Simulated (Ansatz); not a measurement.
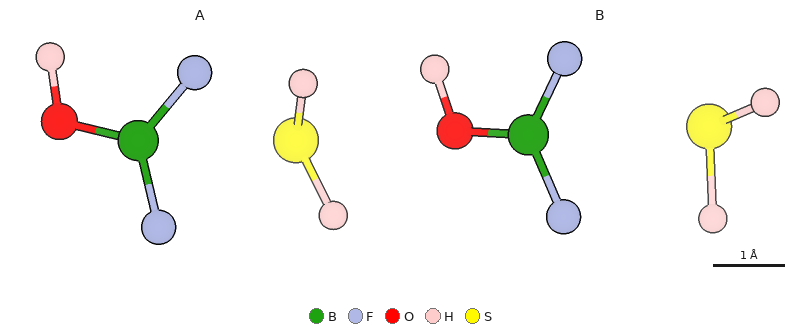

Two geometries of BH$_{3}$SOF$_{2}$, drawn at one scale. One is the start of a relaxation, the other its converged end. A ball-and-stick model, seen at a tilt.

Theory: RHF/def2-SVP (Ansatz). (no spin polarisation; force threshold 0.03 eV/Å; at most 50 steps)

Q: Which geometry has the lower energy?

A: Structure B is the relaxed one. The run prepares an end point of a later path (reaction) calculation, from a guessed geometry. The largest move after the best rigid fit is that of an H atom, 0.92 Å. By element the largest moves are H 0.92 Å, F 0.53 Å, S 0.27 Å, B 0.20 Å, O 0.15 Å. Some distances before and after: H–S 1.371 → 1.335 Å, B–F 1.323 → 1.316 Å. After 17 accepted moves (24 points after the start) the energy has fallen by 3.66 kcal/mol. Largest force component: 1.1 eV/Å at the start, 0.025 eV/Å at the end. The line search rejected the trial steps at points 5, 8, 12, 13, 15, 21, 23 of the run. The forces were under the threshold at step 9, but the run went on from there.

Limits of the set-up: Hartree-Fock leaves out electron correlation.
